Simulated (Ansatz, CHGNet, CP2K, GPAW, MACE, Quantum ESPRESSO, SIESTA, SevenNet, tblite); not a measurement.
**Other levels on H15W3C3S4N3 (P-1) (56 atoms)**

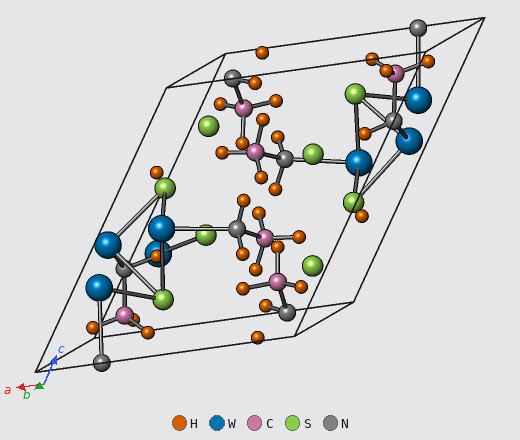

The cell (hydrogen orange, tungsten blue, carbon pink, sulfur green, nitrogen grey). Bonds to atoms that aren't drawn are left out. Some periodic images of atoms are drawn too.

The cell holds 56 atoms: 30 H, 6 W, 6 C, 8 S and 6 N. Its edges and angles: a = 9.085 Å, b = 9.160 Å, c = 9.566 Å, α = 103.7°, β = 116.6°, γ = 106.3°. It derives from H15W3C3S4N3 (P-1), repeated 1×1×1. H15W3C3S4N3, space group P-1, structure from the Crystallography Open Database, 1 x 1 x 1 conventional cells; positions as listed; bonds to H set to neutron lengths (C-H 1.089, N-H 1.015, O-H 0.983, B-H 1.19 Å) where the listed ones are shorter. Then every atom was moved at random, 0.03 Å r.m.s. a Cartesian component (hydrogen 0.6 of that).

Geometry: as built.

The reference, a calculation:

| Item | Value |
| --- | --- |
| method | Kohn-Sham DFT, PBE, PAW, plane waves (Ansatz 0.2.0); cutoff 420 eV, Γ point, fermi-dirac smearing of 0.05 eV; PAW set soft_2 |
| r.m.s. force component | 0.8714 eV/Å |
| longest force | 4.572 eV/Å |
| pressure | 3.508 GPa |
| gap (highest filled to lowest empty level) | 0.5431 eV |
| SCF cycles | 14 |
| time | 5.1 s on 4 threads of Arm Neoverse V1, shared host |
| CPU time | 18 s |

Runs, in no order:
A. GPAW revPBE, LCAO dzp, h 0.18 Å: Kohn-Sham DFT, revPBE, PAW, atomic orbitals (dzp)
B. CP2K PBE, SZV-MOLOPT-SR, 600/50 Ry, diagonalisation: Kohn-Sham DFT, PBE, GTH-PBE pseudopotentials, Gaussian and plane waves, SZV-MOLOPT-SR-GTH, diagonalisation
C. SIESTA PBE, DZP, shift 0.04 Ry, mesh 500 Ry: Kohn-Sham DFT, PBE, PseudoDojo 0.4.1 norm-conserving pseudopotentials (converted to PSML), numerical atomic orbitals (DZP), diagonalisation
D. SIESTA PBE, SZ, shift 0.01 Ry, mesh 500 Ry: Kohn-Sham DFT, PBE, PseudoDojo 0.4.1 norm-conserving pseudopotentials (converted to PSML), numerical atomic orbitals (SZ), diagonalisation
E. CP2K PBE, DZVP-UZH, 840/50 Ry, diagonalisation: Kohn-Sham DFT, PBE, GTH-PBE pseudopotentials, Gaussian and plane waves, DZVP-MOLOPT (UZH set), diagonalisation

Q: Order them from the smallest to the largest r.m.s. force difference.

E, C, A, B, D.

```csv
run,"Δ force, r.m.s. (meV/Å)",share of r.m.s. force (%),CPU time
"E. CP2K PBE, DZVP-UZH, 840/50 Ry, diagonalisation",66.9,7.68,7.8 min
"C. SIESTA PBE, DZP, shift 0.04 Ry, mesh 500 Ry",219,25.1,1.8 min
"A. GPAW revPBE, LCAO dzp, h 0.18 Å",310,35.6,96 s
"B. CP2K PBE, SZV-MOLOPT-SR, 600/50 Ry, diagonalisation",645,74.0,3.4 min
"D. SIESTA PBE, SZ, shift 0.01 Ry, mesh 500 Ry",1967,226,66 s
```

The runs have no spin polarisation, so moments on W can't form, and no Hubbard term. The electronic-structure runs sample only Γ, in a cell whose shortest periodic width is 7 Å.

[Logs are printed without paths, hosts, clocks, repeated set-up lines and the standing remarks that a program may print on its own settings, such as how far it seeks lower states.]

[Hosts, paths, dates, database ids (printed as entryN), source tags and the programs' standing remarks are cut or masked in the printed files.]
